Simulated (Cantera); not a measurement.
Input: 1 mol C6H6, 0.011 mol O2, 5.3 mol N2, at 1.33 mbar.

These are equilibrium values from Cantera (NASA tables, ideal gas, pure condensed phases), not measurements of a reactor. Candidate condensed phases: C, C6H6, C7H8, C8H18, H2O; 136 gas species. Rates play no part.

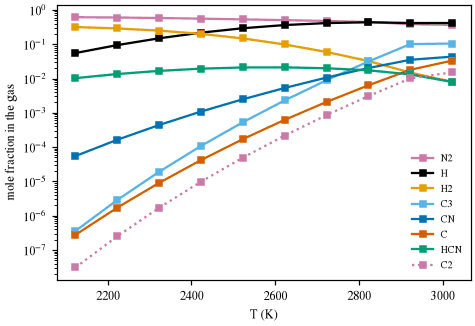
Figure. Equilibrium gas composition (values under 1e-9 drawn at 1e-9)

Question: Read off the mole fractions at 2123 K.

Answer: N2 about 0.61, H2 about 0.32, H about 0.055, HCN about 0.010, CN about 5.5e-5, C3 about 3.6e-7, C about 2.8e-7, C2 about 3.1e-8.
